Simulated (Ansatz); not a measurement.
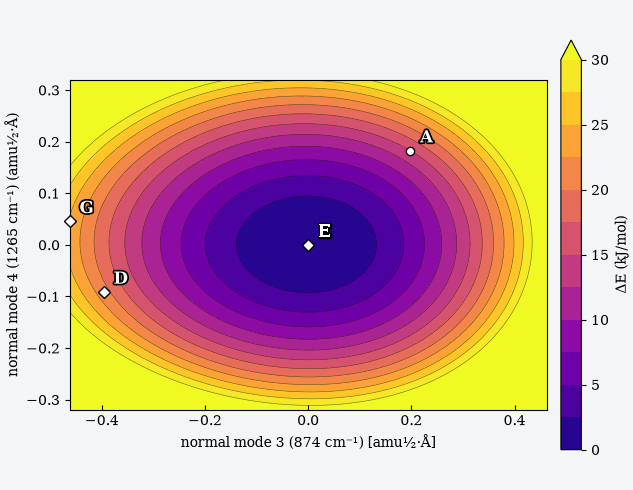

CHF2, SMILES F[CH-]F, charge −1. 
- Coordinates scanned: (1) normal mode 3 (874 cm⁻¹); (2) normal mode 4 (1265 cm⁻¹).
- Nothing is relaxed (straight displacements along the two mass-weighted modes).
- The grid has 15 × 15 points.
- Points are written as (first, second).
- Energies: kJ/mol, counted from the lowest grid point.
- Method: RKS PBE0-D4/def2-TZVPD (Ansatz 0.2.0).

The picture shows filled contours, one colour for all values above the top of the scale, lettered points. Between grid points the surface is interpolated.

Q: What kind of point is each of A, D, E: minimum, saddle, maximum or slope?

A: A: on a slope; D: on a slope; E: minimum. (In these two coordinates alone; a stationary point may lie a little off the grid point.)

Q: Rank the lettered points by energy, lowest first.

A: E (0.0 kJ/mol), A (15.0 kJ/mol), D (21.1 kJ/mol), G (24.8 kJ/mol).
